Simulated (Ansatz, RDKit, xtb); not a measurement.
# C4H7BrSi: which of the isomers drawn lies lowest?, part 2 of 2

A sample of isomers of C4H7BrSi is drawn. Aim: find which of them has the lowest free energy at 298.15 K, then its properties. The sample is small against all isomers, and the most stable one of this formula need not be in it.

xtb, Ansatz and PySCF; isolated molecules. The steps go on from the part before.

### Step 9. Last filter: a higher level

Single points at CCSD(T)/def2-SVP + MP2/def2-TZVPP - MP2/def2-SVP on the refined geometries decide the order.

c522a, CCSD(T)/def2-SVP:

input.yaml reads:

```yaml
crystal:
  periodic: [false, false, false]
  atoms:
    - symbol: C
      position_ang: [1.180468, -1.210909, -2.213647]
    - symbol: C
      position_ang: [0.992124, -0.042591, -1.582195]
    - symbol: C
      position_ang: [-0.138481, 0.215450, -0.713451]
    - symbol: C
      position_ang: [-0.421415, 1.345502, -0.034436]
    - symbol: Br
      position_ang: [0.711818, 2.870742, -0.132829]
    - symbol: Si
      position_ang: [-1.912884, 1.592704, 1.072195]
    - symbol: H
      position_ang: [0.475666, -2.040702, -2.100777]
    - symbol: H
      position_ang: [2.043848, -1.374755, -2.862413]
    - symbol: H
      position_ang: [1.711623, 0.772245, -1.711369]
    - symbol: H
      position_ang: [-0.854102, -0.607812, -0.590656]
    - symbol: H
      position_ang: [-2.740748, 2.726585, 0.565840]
    - symbol: H
      position_ang: [-1.469362, 1.904650, 2.462647]
    - symbol: H
      position_ang: [-2.714709, 0.331328, 1.063191]
basis:
  gaussian: {orbitals: def2-SVP}
magnetization: {spin_polarized: false}
correlation: {method: ccsd_t, frozen_orbitals: {Si: 5, Br: 9, H: 0, C: 1}}
```

On the command line:

```
ansatz run input.yaml --threads 2 --pin off --max-ram 5220MiB --events-out events.jsonl --progress --plain --runs-dir runs
```

Standard output, cut to the lines that bear on the results:

```text
Warning: RAYON_NUM_THREADS=2 ignored (pool sized by the plan → 2); use --threads N
Functional definition: HF
  name "HF"
[...]
1412 factors; integrals over basis functions are off by at most 1.3e-3 eV
[...]
mean field -82078.56917566 eV, -3016.3317823531 hartree, gradient 4.0e-6 eV, S^2 0.000000; 0 other end points of the search recorded, 0 dependent functions left out; unrestricted orbitals would lower it
18 core orbitals not correlated: weight in the atoms' cores, before any rotation towards them, 1.000 or more for the frozen orbitals, at most 0.000 for the correlated occupied ones
reference -82078.56917566 eV, -3016.3317823531 hartree; 22, 22 occupied and 101, 101 virtual orbitals, 1412 factors
second order -23.44849295 eV of doubles, -0.00000000 eV of singles
cycle   1  -24.11285466 eV  change   -6.6e-1 eV  update   1.2e-1
[...]
cycle  10  -24.97555594 eV  change    3.6e-5 eV  update   1.9e-5
perturbative correction -0.89477579 eV, -0.0328824037 hartree
Total energy: -82104.43950739 eV, -3017.2824995087 hartree
```

Run time: 39 s. Hardware: 2 threads of Intel Xeon Platinum 8259CL at 2.50GHz (Skylake/Cascade Lake), shared host; peak memory 1.1 GiB.

### Step 10. c522a at MP2/def2-TZVPP

input.yaml reads:

```yaml
crystal:
  periodic: [false, false, false]
  atoms:
    - {symbol: C, position_ang: [1.180468, -1.210909, -2.213647]}
    - {symbol: C, position_ang: [0.992124, -0.042591, -1.582195]}
    - {symbol: C, position_ang: [-0.138481, 0.215450, -0.713451]}
    - {symbol: C, position_ang: [-0.421415, 1.345502, -0.034436]}
    - {symbol: Br, position_ang: [0.711818, 2.870742, -0.132829]}
    - {symbol: Si, position_ang: [-1.912884, 1.592704, 1.072195]}
    - {symbol: H, position_ang: [0.475666, -2.040702, -2.100777]}
    - {symbol: H, position_ang: [2.043848, -1.374755, -2.862413]}
    - {symbol: H, position_ang: [1.711623, 0.772245, -1.711369]}
    - {symbol: H, position_ang: [-0.854102, -0.607812, -0.590656]}
    - {symbol: H, position_ang: [-2.740748, 2.726585, 0.565840]}
    - {symbol: H, position_ang: [-1.469362, 1.904650, 2.462647]}
    - {symbol: H, position_ang: [-2.714709, 0.331328, 1.063191]}
basis:
  gaussian:
    orbitals: def2-TZVPP
correlation:
  method: mp2
  frozen_orbitals: {Si: 5, Br: 9, H: 0, C: 1}
```

On the command line:

```
ansatz run input.yaml --threads 2 --pin off --max-ram 5220MiB --events-out events.jsonl --progress --plain --runs-dir runs
```

Standard output:

```text
Warning: RAYON_NUM_THREADS=2 ignored (pool sized by the plan → 2); use --threads N
[... 2 set-up lines as earlier in the session ...]
  exchange = exact_x
  correlation = 0
1875 factors; integrals over basis functions are off by at most 8.0e-4 eV
mean field evaluation 1: about -82090.3973 eV, gradient 3.3e1 eV
mean field evaluation 2: about -82090.7500 eV, gradient 3.3e1 eV
mean field evaluation 4: about -82094.5173 eV, gradient 5.1e0 eV
mean field evaluation 8: about -82094.6220 eV, gradient 3.9e-1 eV
mean field evaluation 16: about -82094.6241 eV, gradient 2.3e-6 eV
mean field -82094.62406905 eV, -3016.9217888028 hartree, gradient 2.3e-6 eV, S^2 0.000000; 0 other end points of the search recorded, 0 dependent functions left out; unrestricted orbitals would lower it
18 core orbitals not correlated: weight in the atoms' cores, before any rotation towards them, 1.000 or more for the frozen orbitals, at most 0.000 for the correlated occupied ones
reference -82094.62406905 eV, -3016.9217888028 hartree; 22, 22 occupied and 272, 272 virtual orbitals, 1875 factors
second order -28.45242639 eV of doubles, -0.00000000 eV of singles
Total energy: -82123.07649545 eV, -3017.9673961871 hartree
```

Run time: 20 s. Hardware: 2 threads of Intel Xeon Platinum 8259CL at 2.50GHz (Skylake/Cascade Lake), shared host; peak memory 1 GiB.

### Step 11. c442a at CCSD(T)/def2-SVP

input.yaml reads:

```yaml
crystal:
  periodic: [false, false, false]
  atoms:
    - {symbol: C, position_ang: [-2.849000, -0.955931, 0.175859]}
    - {symbol: C, position_ang: [-1.691618, -1.624428, 0.125122]}
    - {symbol: C, position_ang: [-0.347077, -1.060527, 0.090335]}
    - {symbol: C, position_ang: [0.781279, -1.791537, 0.039222]}
    - {symbol: Br, position_ang: [-0.210330, 0.838084, 0.120309]}
    - {symbol: Si, position_ang: [2.532725, -1.128808, -0.007492]}
    - {symbol: H, position_ang: [-3.800426, -1.491503, 0.197970]}
    - {symbol: H, position_ang: [-2.877233, 0.136445, 0.196514]}
    - {symbol: H, position_ang: [-1.700848, -2.720143, 0.105637]}
    - {symbol: H, position_ang: [0.629005, -2.878546, 0.024589]}
    - {symbol: H, position_ang: [3.460844, -2.298573, -0.061219]}
    - {symbol: H, position_ang: [2.835578, -0.324760, 1.214382]}
    - {symbol: H, position_ang: [2.753273, -0.278388, -1.215502]}
basis:
  gaussian: {orbitals: def2-SVP}
correlation: {method: ccsd_t, frozen_orbitals: {Si: 5, Br: 9, H: 0, C: 1}}
```

On the command line:

```
ansatz run input.yaml --threads 2 --pin off --max-ram 5220MiB --events-out events.jsonl --progress --plain --runs-dir runs
```

Standard output, cut to the lines that bear on the results:

```text
Warning: RAYON_NUM_THREADS=2 ignored (pool sized by the plan → 2); use --threads N
[... 2 set-up lines as earlier in the session ...]
[...]
1411 factors; integrals over basis functions are off by at most 1.7e-3 eV
[...]
mean field -82078.46343255 eV, -3016.3278963655 hartree, gradient 3.4e-6 eV, S^2 0.000000; 0 other end points of the search recorded, 0 dependent functions left out; unrestricted orbitals would lower it
18 core orbitals not correlated: weight in the atoms' cores, before any rotation towards them, 1.000 or more for the frozen orbitals, at most 0.000 for the correlated occupied ones
reference -82078.46343255 eV, -3016.3278963655 hartree; 22, 22 occupied and 101, 101 virtual orbitals, 1411 factors
second order -23.52194792 eV of doubles, -0.00000000 eV of singles
cycle   1  -24.17120200 eV  change   -6.5e-1 eV  update   1.2e-1
[...]
cycle   9  -25.03072047 eV  change    1.6e-6 eV  update   4.2e-5
perturbative correction -0.90070323 eV, -0.0331002332 hartree
Total energy: -82104.39485625 eV, -3017.2808586095 hartree
```

It took 39 s on 2 threads of Intel Xeon Platinum 8259CL at 2.50GHz (Skylake/Cascade Lake), shared host; peak memory 1.1 GiB.

For c522a, c442a, c106a, c783a, c377a, c447a the log finds that unrestricted Hartree-Fock orbitals lie lower, a sign to watch the closed-shell reference there.

### Step 12. Putting it together

Energies in kcal/mol from c522a; G adds the thermal terms to the CCSD(T)/def2-SVP + MP2/def2-TZVPP - MP2/def2-SVP energy. The columns left of the relaxed level are at the tight-binding geometries.

```csv
label,SMILES,spin,GFN2-xTB,HF/STO-3G,r2SCAN-D4/def2-SVP,PBE0-D3(BJ)/def2-SVP,HF/def2-SVP,MP2/def2-SVP,CCSD(T)/def2-SVP + MP2/def2-TZVPP - MP2/def2-SVP,G,share at equilibrium,T1
c522a,C=C/C=C(/[SiH3])Br,singlet,0.0,0.0,0.0,0.0,0.0,0.0,0.0,0.0,57.0 %,0.011
c377a,C=C(Br)/C=C/[SiH3],singlet,0.9,0.2,1.6,1.5,1.7,1.4,1.0,0.7,17.8 %,0.010
c442a,C=C/C(Br)=C/[SiH3],singlet,-0.6,0.7,0.8,0.8,2.4,0.7,0.7,1.0,11.2 %,0.010
c447a,C=C/C=C(\[SiH3])Br,singlet,0.3,1.7,1.8,1.5,1.9,1.6,1.4,1.3,6.2 %,0.011
c106a,[SiH3]/C=C/C=C/Br,singlet,0.1,-1.3,1.3,1.4,0.4,1.8,1.8,1.5,4.4 %,0.010
c783a,C=C/C([SiH3])=C\Br,singlet,0.2,0.7,1.9,1.5,3.2,1.8,1.4,1.7,3.4 %,0.010
```

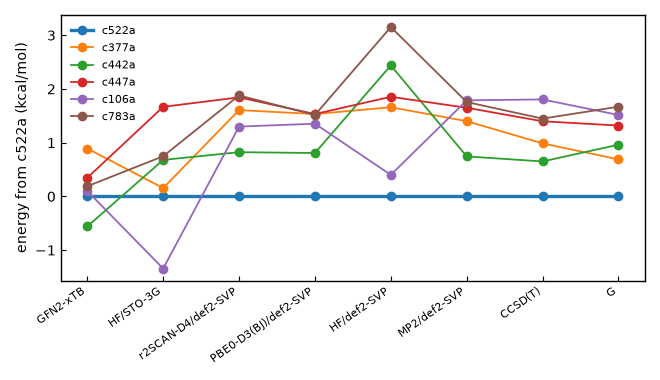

The finalists at each level, measured from c522a.

Lowest found: c522a, `C=C/C=C(/[SiH3])Br`, a singlet. Bond lengths: C1–C2 1.341 Å, C2–C3 1.449 Å, C3–C4 1.348 Å, C4–Br5 1.903 Å, C4–Si6 1.874 Å, C1–H7 1.095 Å, C1–H8 1.092 Å, C2–H9 1.095 Å, C3–H10 1.098 Å, Si6–H11 1.492 Å, Si6–H12 1.492 Å, Si6–H13 1.495 Å. Some angles: C1–C2–C3 123.2°, C2–C3–C4 127.9°, C3–C4–Br5 121.4°, C3–C4–Si6 125.1°, Br5–C4–Si6 113.5°, C1–C2–H9 120.0°, C3–C2–H9 116.8°, C2–C1–H7 121.4°, C2–C1–H8 121.4°, C2–C3–H10 116.2°.

```xyz
13

C     1.1805   -1.2109   -2.2136
C     0.9921   -0.0426   -1.5822
C    -0.1385    0.2155   -0.7135
C    -0.4214    1.3455   -0.0344
Br    0.7118    2.8707   -0.1328
Si   -1.9129    1.5927    1.0722
H     0.4757   -2.0407   -2.1008
H     2.0438   -1.3748   -2.8624
H     1.7116    0.7722   -1.7114
H    -0.8541   -0.6078   -0.5907
H    -2.7407    2.7266    0.5658
H    -1.4694    1.9046    2.4626
H    -2.7147    0.3313    1.0632
```

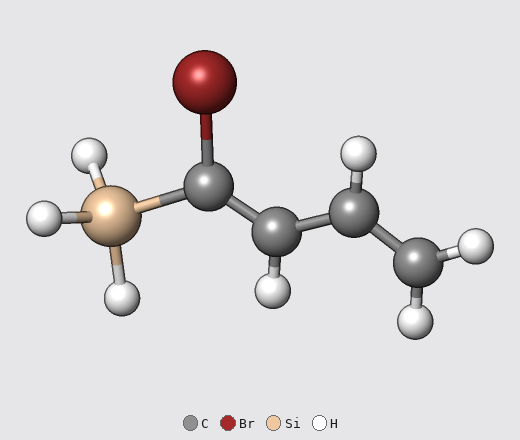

The lowest structure found, seen from a chosen angle (carbon grey, bromine red, silicon light orange, hydrogen white).

### Step 13. What came out

This closing draws on all 2 parts.

| quantity | value |
| --- | --- |
| lowest structure found | C=C/C=C(/[SiH3])Br, singlet |
| next finalist | C=C(Br)/C=C/[SiH3], singlet, 0.7 kcal/mol higher in G |
| share at equilibrium, among the finalists | 57.0 % |
| funnel | 12 starts, 12 minima at GFN2-xTB, 15 screening runs, 6 relaxed, 6 ranked |
| CPU time of all runs | 22 min |

What this shows: The search ends on `C=C/C=C(/[SiH3])Br`. Its margin of 0.7 kcal/mol is inside the likely error of CCSD(T)/def2-SVP + MP2/def2-TZVPP - MP2/def2-SVP with harmonic terms (about 1.5 kcal/mol), so the order of the first two is not settled. r2SCAN-D4/def2-SVP, PBE0-D3(BJ)/def2-SVP, HF/def2-SVP and MP2/def2-SVP already put its bonding pattern lowest among the structures in one piece; GFN2-xTB favours the singlet C=C/C(Br)=C/[SiH3]; HF/STO-3G favours the singlet [SiH3]/C=C/C=C/Br. The largest share of the time went into the final energies (54 %). The search is not exhaustive (a finite list of starts, one conformer a finalist), so a lower isomer can't be ruled out. Only 12 drawn patterns were tried, so whole families of isomers are missing, and the result ranks this sample alone.
